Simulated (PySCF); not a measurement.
**B3LYP/STO-3G run of [BH2F2]− (SMILES F[BH2-]F)**

What is the vertical singlet–triplet gap of [BH2F2]− at B3LYP/STO-3G? Input form: a Python script.

Program for the calculation: PySCF 2.14.0.

9 further runs of the same task are left out: 3 that didn't finish, 6 set aside as unsound or not needed.

## (1) The structure to begin with

The species is [BH2F2]− (5 atoms), meant as a singlet with charge -1. As SMILES, `F[BH2-]F`. The coordinates come from a GFN2-xTB relaxation.

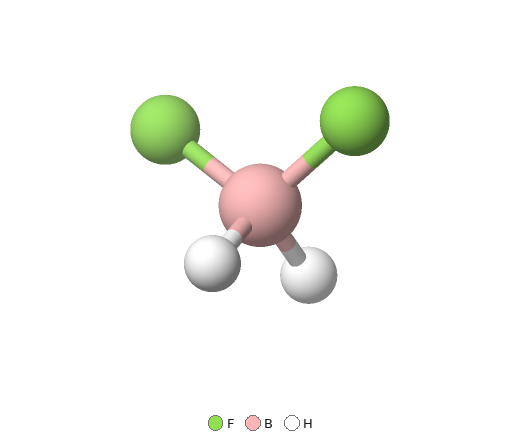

The structure, seen from a chosen angle (fluorine green, boron pink, hydrogen white).

## (2) A single-point energy at B3LYP/STO-3G

run.py reads:

```python
from pyscf import gto, dft

mol = gto.M(
    atom=[
    ('F', (-1.176970, 0.624500, 0.383180)),
    ('B', (0.033530, 0.014270, -0.056090)),
    ('F', (0.407580, -0.947330, 0.926670)),
    ('H', (-0.171950, -0.560090, -1.118950)),
    ('H', (0.907810, 0.868650, -0.134810)),
],
    charge=-1,
    verbose=4,
    basis='sto-3g',
    spin=0,
    max_memory=1860,
)

calc0 = dft.RKS(mol, xc='b3lyp')
calc0.conv_tol = 1e-10
calc0.grids.level = 5
calc0.kernel()
if not calc0.converged:
    calc0 = calc0.newton().run(calc0.mo_coeff, calc0.mo_occ)

e_final = calc0.e_tot
print('Final energy', e_final)
```

Run with:

```sh
OMP_NUM_THREADS=1 python run.py
```

Output:

```text
PySCF version 2.14.0

[INPUT] num. atoms = 5
[INPUT] num. electrons = 26
[INPUT] charge = -1
[INPUT] spin (= nelec alpha-beta = 2S) = 0
[INPUT] symmetry False subgroup None
[INPUT] Mole.unit = angstrom
[INPUT] Symbol           X                Y                Z      unit          X                Y                Z       unit  Magmom
[INPUT]  1 F     -1.176970000000   0.624500000000   0.383180000000 AA   -2.224150956829   1.180133964791   0.724105256411 Bohr   0.0
[INPUT]  2 B      0.033530000000   0.014270000000  -0.056090000000 AA    0.063362516957   0.026966391798  -0.105994738327 Bohr   0.0
[INPUT]  3 F      0.407580000000  -0.947330000000   0.926670000000 AA    0.770214573850  -1.790194249584   1.751152507851 Bohr   0.0
[INPUT]  4 H     -0.171950000000  -0.560090000000  -1.118950000000 AA   -0.324938407119  -1.058416705108  -2.114509047082 Bohr   0.0
[INPUT]  5 H      0.907810000000   0.868650000000  -0.134810000000 AA    1.715512273141   1.641510598103  -0.254753978853 Bohr   0.0

nuclear repulsion = 65.4733471209166
number of shells = 11
number of NR pGTOs = 51
number of NR cGTOs = 17
basis = sto-3g
ecp = {}

******** <class 'pyscf.dft.rks.RKS'> ********
method = RKS
initial guess = minao
damping factor = 0
level_shift factor = 0
DIIS = <class 'pyscf.scf.diis.CDIIS'>
diis_start_cycle = 1
diis_space = 8
diis_damp = 0
SCF conv_tol = 1e-10
SCF conv_tol_grad = None
SCF max_cycles = 50
direct_scf = True
direct_scf_tol = 1e-13
XC library pyscf.dft.libxc version 7.0.0
    S. Lehtola, C. Steigemann, M. J.T. Oliveira, and M. A.L. Marques.,  SoftwareX 7, 1–5 (2018)
XC functionals = b3lyp
    P. J. Stephens, F. J. Devlin, C. F. Chabalowski, and M. J. Frisch.,  J. Phys. Chem. 98, 11623 (1994)
radial grids:
    Treutler-Ahlrichs [JCP 102, 346 (1995); DOI:10.1063/1.469408] (M4) radial grids

becke partition: Becke, JCP 88, 2547 (1988); DOI:10.1063/1.454033
pruning grids: <function nwchem_prune>
grids dens level: 5
symmetrized grids: False
atomic radii adjust function: <function treutler_atomic_radii_adjust>
small_rho_cutoff = 0
Set gradient conv threshold to 1e-05
Initial guess from minao.
tot grids = 178000
init E= -222.530098588128
  HOMO = -0.306293090243694  LUMO = 0.247370555637181  gap/eV = 15.06596
cycle= 1 E= -222.409180786343  delta_E= 0.121  |g|= 0.408  |ddm|= 2.41
  HOMO = 0.259388815828926  LUMO = 0.74918876688176  gap/eV = 13.32814
cycle= 2 E= -222.435913423507  delta_E= -0.0267  |g|= 0.353  |ddm|= 1.16
  HOMO = 0.18941511257473  LUMO = 0.75580332383622  gap/eV = 15.41221
cycle= 3 E= -222.476684417593  delta_E= -0.0408  |g|= 0.0144  |ddm|= 0.502
  HOMO = 0.185356670663737  LUMO = 0.748326310553793  gap/eV = 15.31918
cycle= 4 E= -222.476767026082  delta_E= -8.26e-05  |g|= 0.00344  |ddm|= 0.0327
  HOMO = 0.185657336267249  LUMO = 0.749539649352205  gap/eV = 15.34402
cycle= 5 E= -222.476771644807  delta_E= -4.62e-06  |g|= 4.7e-05  |ddm|= 0.00569
  HOMO = 0.185675097809113  LUMO = 0.749552924391976  gap/eV = 15.34390
cycle= 6 E= -222.476771646352  delta_E= -1.54e-09  |g|= 4.05e-06  |ddm|= 0.000145
  HOMO = 0.185676316557218  LUMO = 0.749553275361904  gap/eV = 15.34387
cycle= 7 E= -222.476771646361  delta_E= -9.15e-12  |g|= 7.14e-07  |ddm|= 1e-05
  HOMO = 0.185676243771907  LUMO = 0.749553232333656  gap/eV = 15.34387
Extra cycle  E= -222.476771646361  delta_E= 2.84e-13  |g|= 5.68e-07  |ddm|= 2.09e-06
converged SCF energy = -222.476771646361
Final energy -222.4767716463607
```

It took 2.4 s on 1 thread of Arm Neoverse V2, shared host; peak memory 0.19 GiB.

## (3) The triplet at the same level

job.py reads:

```python
from pyscf import gto, dft

mol = gto.Mole()
mol.atom = '''
F       -1.176970       0.624500       0.383180
B        0.033530       0.014270      -0.056090
F        0.407580      -0.947330       0.926670
H       -0.171950      -0.560090      -1.118950
H        0.907810       0.868650      -0.134810
'''
mol.spin = 2
mol.max_memory = 1860
mol.basis = 'sto-3g'
mol.verbose = 4
mol.charge = -1
mol.build()

mf = dft.UKS(mol, xc='b3lyp')
mf.grids.level = 5
mf.conv_tol = 1e-10
mf.kernel()
if not mf.converged:
    mf = mf.newton().run(mf.mo_coeff, mf.mo_occ)

e_final = mf.e_tot
print('Final energy', e_final)
```

Run with:

```sh
OMP_NUM_THREADS=1 python job.py
```

Output:

```text
PySCF version 2.14.0

[... 60 lines left out ...]
[... the frontier-level lines of each cycle are left out ...]
[... 11 lines left out ...]
[... 11 lines left out ...]
[... 11 lines left out ...]
[... 11 lines left out ...]
[... 11 lines left out ...]
[... 5 lines left out ...]

cycle= 13 E= -221.989629390492  delta_E= -2.41e-09  |g|= 4.4e-06  |ddm|= 0.000981


cycle= 14 E= -221.98962939115  delta_E= -6.58e-10  |g|= 2.66e-06  |ddm|= 0.000788


cycle= 15 E= -221.989629391205  delta_E= -5.54e-11  |g|= 2.1e-06  |ddm|= 6.01e-05


Extra cycle  E= -221.989629391141  delta_E= 6.41e-11  |g|= 8.86e-06  |ddm|= 2.37e-05
converged SCF energy = -221.989629391141  <S^2> = 2.0012034  2S+1 = 3.0008022
Final energy -221.98962939114125
```

It took 6.3 s on 1 thread of Arm Neoverse V2, shared host; peak memory 0.2 GiB.

## (4) What came out

Level: B3LYP/STO-3G.

```
                                                      quantity          value
                                         singlet: total energy  -222.47677 Eh
                                          singlet: HOMO energy        5.05 eV
                                          singlet: LUMO energy       20.40 eV
singlet: HOMO–LUMO gap (to an unbound level, set by the basis)       15.34 eV
                                         triplet: total energy  -221.98963 Eh
                   triplet: HOMO energy (highest over α and β)       18.73 eV
                                                 triplet: ⟨S²⟩          2.001
              vertical energy of the triplet above the singlet      13.256 eV
```

In words: At this shape the triplet lies 13.26 eV (306 kcal/mol) above the singlet. For an anion a state so high probably lies above electron detachment. In a minimal basis such a difference can be off by several eV, whatever the method. The HOMO (singlet) lies at positive energy, 5.05 eV; only total energies tell whether the electron is bound. The HOMO (triplet) lies at positive energy, 18.73 eV; only total energies tell whether the electron is bound.
